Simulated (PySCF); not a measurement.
**Cl4Si, SMILES `Cl[Si](Cl)(Cl)Cl`: what the electrons do**

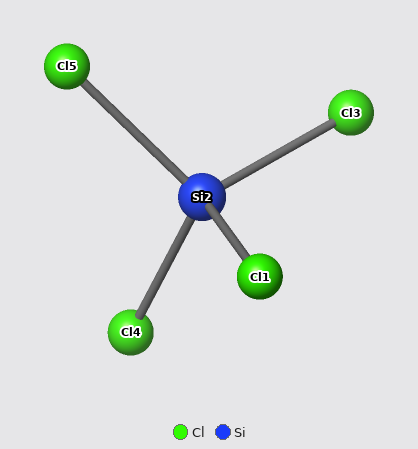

The molecule, with its atoms numbered as below. No frequency check shows the geometry to be a minimum.

Geometry (Å), atoms numbered from 1:

```
Cl1      1.1631   -0.8544    1.4052
Si2     -0.0001    0.0000    0.0000
Cl3      1.1631    0.8544   -1.4052
Cl4     -1.1630   -1.4054   -0.8543
Cl5     -1.1630    1.4054    0.8543
```

### 1. Bonding charge

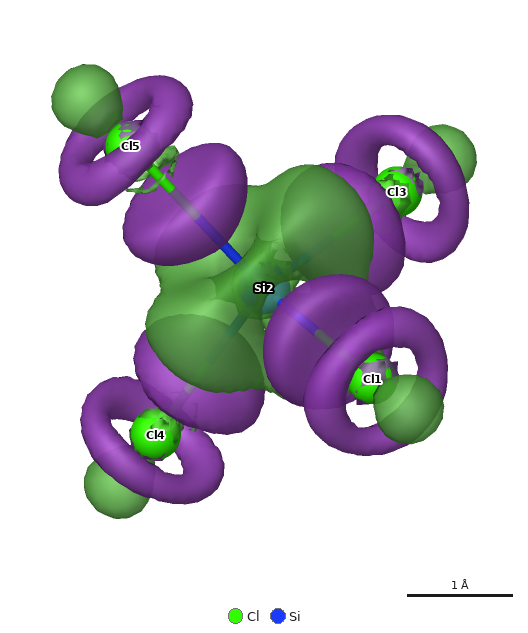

Deformation density (molecule less spherical, spin-averaged free atoms at the same positions), surfaces at ±0.05 e/Å³; purple: gain, green: loss.

Method: PBE/def2-TZVP; geometry: GFN2-xTB; program: PySCF.

Question: Describe the bonding that the map shows.

Answer: Cl1–Si2, Si2–Cl3, Si2–Cl4 and Si2–Cl5: +0.10 e/Å³ at the bond critical point (bond length 2.01 Å, Mayer order 1.3). In all, 1.0 electrons gather in the regions of gain relative to the promolecule. A small or negative value marks a very polar bond, one between electron-rich atoms, whose free-atom densities already overlap strongly, a long bond to a heavier atom, or a closed-shell contact such as a hydrogen bond.

### 2. Bond critical points

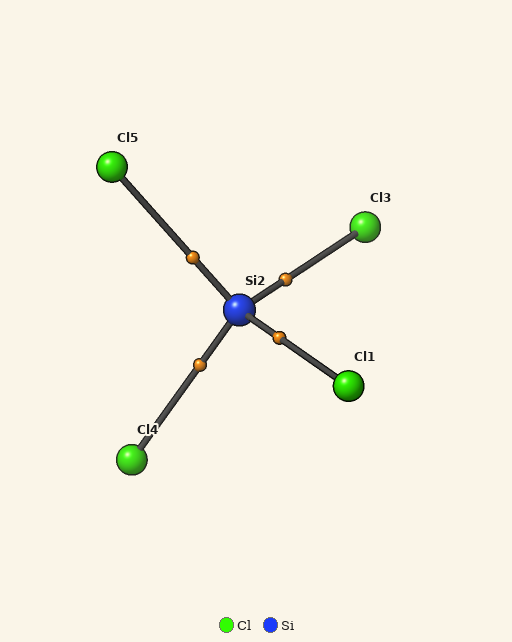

Molecular graph of the electron density (QTAIM): bond paths, bond critical points (orange), ring points (yellow, if any); weak paths are dashed.

Question: How many critical points of each kind are there, and does the count close?

Answer: 5 nuclei, 4 bond, 0 ring and 0 cage critical points: 5 − 4 + 0 − 0 = 1, as the Poincaré–Hopf relation requires.

Question: What does the calculation give at each kind of bond critical point?

Answer:
| bond | length (Å) | ρ (a.u.) | ∇²ρ (a.u.) | ε | H (a.u.) |
| --- | --- | --- | --- | --- | --- |
| Cl1–Si2 (4 alike) | 2.014 | 0.109 | +0.24 | 0.00 | −0.061 |

Question: What kind of interaction is Cl1–Si2?

Answer: Polar or intermediate (positive Laplacian, negative energy density H): ρ = 0.109, ∇²ρ = +0.24, H = −0.061 a.u.

### 3. Local ionisation energy

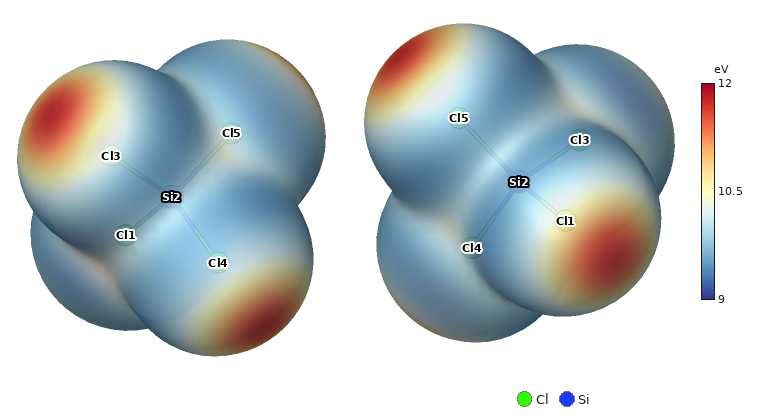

Average local ionisation energy on the surface of electron density 0.001 a.u. (back view left, front view right).

Question: Locate the minima of the map.

Answer: The lowest value is 9.5 eV, 2.1 Å from Cl4, and at like points elsewhere. For comparison, the highest occupied orbital lies at −8.1 eV.

### 4. In an electric field

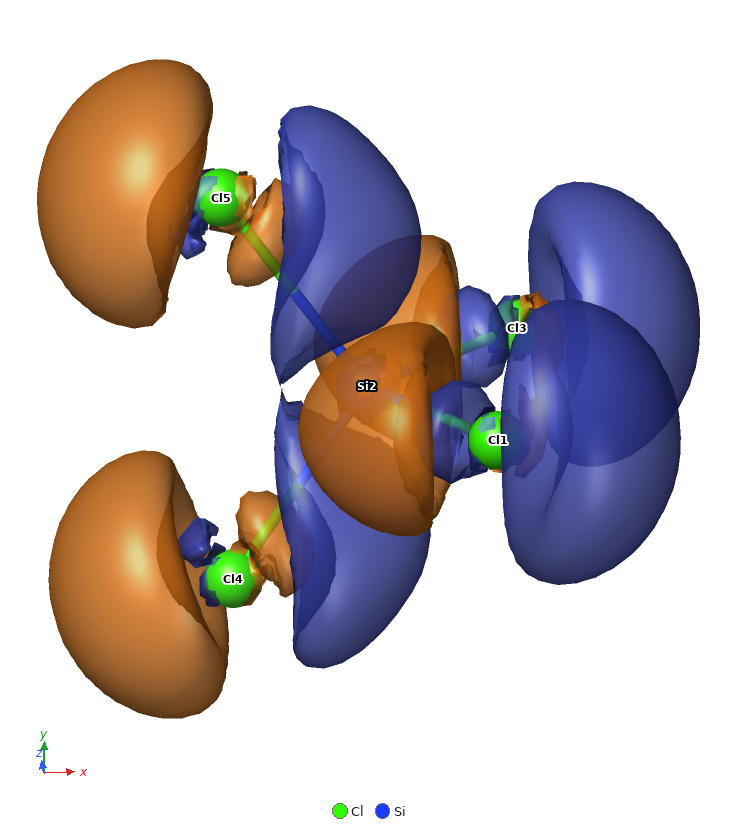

Change of the electron density in a uniform field of 0.21 V/Å, surfaces at ±0.0015 e/Å³ (orange: gain, blue: loss).

Method: PBE/def2-TZVP; geometry: GFN2-xTB; program: PySCF. A basis without diffuse functions makes polarisabilities too small.

Question: Along which Cartesian direction does the field point?

Answer: Along +x: electrons gather on the −x side, against the field.

Question: How large is the response?

Answer: The induced dipole is 0.70 D (along the field); α along this axis, from the fields in both directions, is 69 bohr³ (10.2 Å³).

Question: Which atoms gain and lose the most charge?

Answer: Electrons gather most on Cl4 and Cl5 alike (Hirshfeld charge changes by −0.014 e) and leave Cl1 and Cl3 alike most (+0.014 e); 0.060 electrons are displaced in all.
